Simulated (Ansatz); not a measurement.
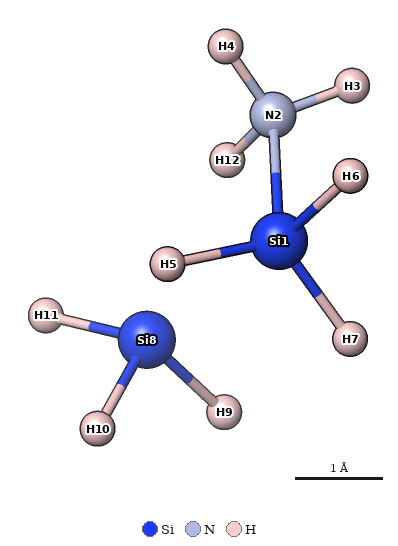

Fig. 1: The structure (ball-and-stick view, seen at a tilt; atoms are numbered from 1 in the order of the input). Bond lengths as drawn: H–N 1.03 to 1.07 Å, H–Si 1.47 to 1.51 Å and N–Si 1.92 Å.

## Frequency calculation, with input and output: Si2NH9

System: Si2NH9.
Method: RKS B3LYP-D4/6-31G* (Ansatz 0.2.0).

It belongs to a series of runs on one base structure; here: vibrations at the highest image of the band. Figures and captions count atoms from 1; the log counts them from 0 in places.

## What the program printed
```
Engine: ansatz 0.2.0, aarch64-unknown-linux-gnu
Functional definition: B3LYP
  parameter a0 = 0.2
  parameter ax = 0.72
  parameter ac = 0.81
  exchange = (1 - a0 - ax)*slater_x + ax*b88_x + a0*exact_x
  correlation = (1 - ac)*vwn_rpa_c + ac*lyp_c
815 factors; integrals over basis functions are off by at most 6.3e-4 eV
mean field evaluation 1: about -17386.2079 eV, gradient 4.1e1 eV
mean field evaluation 2: about -17384.6116 eV, gradient 5.1e1 eV
mean field evaluation 4: about -17389.8986 eV, gradient 1.4e0 eV
mean field evaluation 8: about -17389.9198 eV, gradient 1.2e-2 eV
mean field -17389.91977395 eV, -639.0677643815 hartree, gradient 2.3e-5 eV, S^2 0.000000; 0 other end points of the search recorded, 0 dependent functions left out
the calculation of the forces begins
reference -17389.92004561 eV, -639.0677743651 hartree; 22, 22 occupied and 49, 49 virtual orbitals, 815 factors
these checks for a lower state are left out or cut short: stability, starts, cluster_reference, orbital_swaps, neighbouring_geometries, increment
815 factors; integrals over basis functions are off by at most 6.3e-4 eV
mean field evaluation 16: about -17389.9064 eV, gradient 1.0e-1 eV
mean field -17389.91967804 eV, -639.0677608572 hartree, gradient 1.6e-6 eV, S^2 0.000000; 0 other end points of the search recorded, 0 dependent functions left out
[... from here on the field's lines of each further geometry are left out, up to the last ...]
the calculation of the forces begins
reference -17389.92001215 eV, -639.0677731354 hartree; 22, 22 occupied and 49, 49 virtual orbitals, 815 factors
these checks for a lower state are left out or cut short: stability, starts, cluster_reference, orbital_swaps, neighbouring_geometries, increment
815 factors; integrals over basis functions are off by at most 6.3e-4 eV
mean field -17389.91976835 eV, -639.0677641757 hartree, gradient 1.7e-6 eV, S^2 0.000000; 0 other end points of the search recorded, 0 dependent functions left out
the calculation of the forces begins
reference -17389.92003999 eV, -639.0677741584 hartree; 22, 22 occupied and 49, 49 virtual orbitals, 815 factors
WARN: phonons: modes at or below zero, which the zero-point energy, F, S and C_V leave out: 1, the lowest at -276.10 cm⁻¹. A minimum has none, and a first-order saddle one
Total energy: -17390.30015659 eV, -639.0817431859 hartree
Atom 0 at     0.076177     0.099954     0.084661 Å, force     0.011063     0.006725    -0.001770 eV/Å
Atom 1 at    -0.157976     0.131862     1.985205 Å, force     0.007334     0.021080     0.012793 eV/Å
Atom 2 at    -1.136696     0.095717     2.294527 Å, force     0.004014    -0.007861     0.000807 eV/Å
Atom 3 at     0.302019     0.930073     2.438163 Å, force    -0.013751     0.011312    -0.003535 eV/Å
Atom 4 at     1.444325     0.448500    -0.331458 Å, force    -0.000054     0.003531     0.002514 eV/Å
Atom 5 at    -0.763215     1.324196    -0.139721 Å, force     0.001016    -0.003358    -0.001296 eV/Å
Atom 6 at    -0.615000    -1.007194    -0.597838 Å, force    -0.000560    -0.003560     0.000487 eV/Å
Atom 7 at     1.550556    -2.445331     1.073445 Å, force    -0.005714    -0.006288    -0.001183 eV/Å
Atom 8 at     0.708665    -3.682905     0.880209 Å, force     0.002042    -0.003349     0.004143 eV/Å
Atom 9 at     2.335536    -2.396862    -0.215817 Å, force    -0.003932    -0.001010    -0.002111 eV/Å
Atom 10 at     2.592177    -2.908678     2.062363 Å, force    -0.000338     0.004885    -0.003397 eV/Å
Atom 11 at     0.374633    -0.778133     2.188962 Å, force    -0.001120    -0.022106    -0.007452 eV/Å
Dipole moment:    -0.788115     1.202264     0.472205 e Å
Vibrations: -276.10 54.18 95.98 197.73 254.76 260.54 294.03 473.47 525.64 586.79 808.75 819.75 860.23 893.48 954.44 955.58 980.45 1021.06 1225.83 1586.99 1622.35 2109.61 2116.43 2120.29 2168.51 2301.87 2341.20 2571.91 3383.69 3490.78 cm⁻¹, zero-point energy 2.298439 eV
```

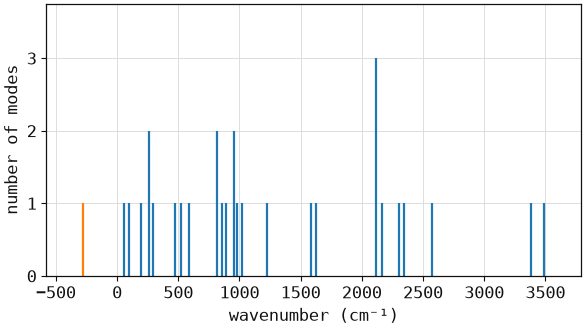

Fig. 2: Harmonic vibrational wavenumbers from the force constants; neighbouring modes closer than 17 cm⁻¹ are counted in one stick, and imaginary ones are drawn at negative wavenumbers. 30 modes from 276i to 3491 cm⁻¹, 1 imaginary beyond 8i (276i cm⁻¹): a first-order saddle point, if the geometry is stationary.

This output came from the following input.

## The input
```yaml
crystal:
  periodic: [false, false, false]
  atoms:
    - { symbol: Si, position_ang: [0.076177, 0.099954, 0.084661] }
    - { symbol: "N", position_ang: [-0.157976, 0.131862, 1.985205] }
    - { symbol: H, position_ang: [-1.136696, 0.095717, 2.294527] }
    - { symbol: H, position_ang: [0.302019, 0.930073, 2.438163] }
    - { symbol: H, position_ang: [1.444325, 0.4485, -0.331458] }
    - { symbol: H, position_ang: [-0.763215, 1.324196, -0.139721] }
    - { symbol: H, position_ang: [-0.615, -1.007194, -0.597838] }
    - { symbol: Si, position_ang: [1.550556, -2.445331, 1.073445] }
    - { symbol: H, position_ang: [0.708665, -3.682905, 0.880209] }
    - { symbol: H, position_ang: [2.335536, -2.396862, -0.215817] }
    - { symbol: H, position_ang: [2.592177, -2.908678, 2.062363] }
    - { symbol: H, position_ang: [0.374633, -0.778133, 2.188962] }
basis:
  gaussian: { orbitals: "6-31G*" }
hamiltonian:
  xc: b3lyp
  dispersion: d4
phonons: {}
```

Launched with:
```bash
ansatz run input.yaml --threads 1 --pin off --max-ram 2048MiB --backend cpu --events-out ev --progress --plain --runs-dir out
```

## Summary

- outcome: converged
- total energy: −17390.3002 eV
- mean-field energy: −17389.9200 eV
- largest force (length of the vector): 0.026 eV/Å
- hardware: 1 thread of Arm Neoverse V1, 24 GiB of memory available, shared host
- wall time: 2.8 min
- peak memory: 0.14 GiB
